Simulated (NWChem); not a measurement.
# C2HF2 (SMILES F/[C]=C\F) at UCAM-B3LYP/def2-SVP

What is the vertical ionisation energy of C2HF2 at UCAM-B3LYP/def2-SVP? 

Program for the calculation: NWChem 7.3.0.

6 further runs of the same task are left out: 6 set aside as unsound or not needed.

**1. The molecule**

C2HF2: 5 atoms, total charge 0, spin state doublet. SMILES: `F/[C]=C\F`. The coordinates come from a PBE0-D4/def2-TZVP relaxation.

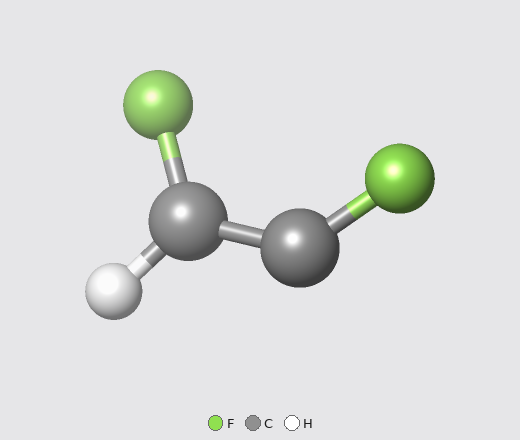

Viewed from a chosen angle; fluorine green, carbon grey, hydrogen white.

**2. The energy at UCAM-B3LYP/def2-SVP**

File c2hf2.nw:

```
echo
start c2hf2
title "C2HF2 CAM-B3LYP"
memory stack 880 mb heap 220 mb global 1100 mb

geometry units angstroms noautosym nocenter noautoz
F     -1.049400     0.476000    -1.486200
C     -0.104000    -0.180300    -0.893200
C      0.314100    -0.175100     0.351300
F     -0.242000     0.599600     1.294700
H      1.131100    -0.793900     0.692000
end

basis spherical bse
* library def2-SVP
end

dft
xc xcamb88 1.00 lyp 0.81 vwn_5 0.19 hfexch 1.00
cam 0.33 cam_alpha 0.19 cam_beta 0.46
mult 2
grid fine
convergence energy 0.01
direct
iterations 100
mulliken
print low
end

task dft
```

Launch:

```console
$ nwchem c2hf2.nw > c2hf2.out
```

The log of the run:

```text
[...]
 d= 0,ls=0.0,diis     1   -275.9759075233 -3.81D+02  9.42D-03  1.76D-01     1.2
[...]
 d= 0,ls=0.0,diis    11   -276.0593053804 -3.90D-07  3.93D-06  1.41D-08    10.7
[...]
         Total DFT energy =     -276.059305380442
      One electron energy =     -589.369768876481
           Coulomb energy =      240.119774069666
    Exchange-Corr. energy =      -31.981606151597
 Nuclear repulsion energy =      105.172295577970
[...]
      Total Density - Mulliken Population Analysis
     ---------------------------------------------
    Atom       Charge   Shell Charges
 -----------   ------   -------------------------------------------------------
    1 F    9     9.11   1.99  1.14  0.75  3.35  1.87  0.01
    2 C    6     5.88   1.99  0.92  0.27  1.92  0.70  0.08
    3 C    6     5.86   1.99  0.89  0.19  2.04  0.67  0.08
    4 F    9     9.20   1.99  1.13  0.78  3.35  1.94  0.01
    5 H    1     0.95   0.74  0.19  0.02
[...]
      <S2> =      0.7624 (Exact =     0.7500)
[...]
```

Wall time 11 s (1 thread of Intel Xeon Platinum 8488C (Sapphire Rapids), shared host); peak memory 0.11 GiB.

**3. The singlet cation**

File calc.nw:

```
start calc
title "C2HF2 energy"
memory 2200 mb
charge 1

geometry noautosym nocenter noautoz
  F    -1.049400    0.476000   -1.486200
  C    -0.104000   -0.180300   -0.893200
  C     0.314100   -0.175100    0.351300
  F    -0.242000    0.599600    1.294700
  H     1.131100   -0.793900    0.692000
end

basis spherical bse
  F library def2-SVP
  C library def2-SVP
  H library def2-SVP
end

dft
  xc xcamb88 1.00 lyp 0.81 vwn_5 0.19 hfexch 1.00
  cam 0.33 cam_alpha 0.19 cam_beta 0.46
  grid fine
  convergence energy 0.01
  direct
  maxiter 100
  mulliken
  noprint "final vectors analysis"
end

task dft energy
```

Launch:

```console
$ nwchem calc.nw > calc.out
```

The log of the run:

```text
[...]
          Wavefunction type:  closed shell.
          No. of atoms     :     5
          No. of electrons :    30
[...]
          Charge           :     1
          Spin multiplicity:     1
[...]
          AO basis - number of functions:    61
[...]
              XC Information
              --------------
                     Hartree-Fock (Exact) Exchange  1.000
                   CAM-Becke88 Exchange Functional  1.000
                      VWN V Correlation Functional  0.190 local
              Lee-Yang-Parr Correlation Functional  0.810
[...]
 d= 0,ls=0.0,diis     1   -275.3912039573 -3.81D+02  5.13D-02  2.33D+00     1.0
[...]
 d= 0,ls=0.0,diis    12   -275.6427937495 -3.50D-08  1.39D-06  2.16D-08    10.1
         Total DFT energy =     -275.642793749458
      One electron energy =     -579.534264552811
           Coulomb energy =      230.232450295845
    Exchange-Corr. energy =      -31.513275070462
 Nuclear repulsion energy =      105.172295577970
[...]
      Total Density - Mulliken Population Analysis
     ---------------------------------------------
    Atom       Charge   Shell Charges
 -----------   ------   -------------------------------------------------------
    1 F    9     8.89   1.99  1.18  0.74  3.29  1.69  0.01
    2 C    6     5.53   1.99  0.96  0.12  1.83  0.55  0.07
    3 C    6     5.70   1.99  0.90  0.18  2.01  0.53  0.08
    4 F    9     9.06   1.99  1.16  0.77  3.31  1.83  0.01
    5 H    1     0.82   0.70  0.10  0.02
[...]
```

Wall time 11 s (1 thread of Intel Xeon Platinum 8488C (Sapphire Rapids), shared host); peak memory 0.11 GiB.

**4. Results**

At UCAM-B3LYP/def2-SVP:

```
                                          quantity          value
                       doublet C2HF2: total energy  -276.05931 Eh
                               doublet C2HF2: ⟨S²⟩          0.762
                      singlet cation: total energy  -275.64279 Eh
vertical ionisation energy (to the singlet cation)      11.334 eV
```

**Reading.** Removing an electron at fixed nuclei costs 11.33 eV (1094 kJ/mol). Only the singlet of the ionised species was computed; a triplet could lie lower. Mulliken charges (singlet cation) run from -0.06 on F4 to +0.47 on C2; they depend strongly on the basis.
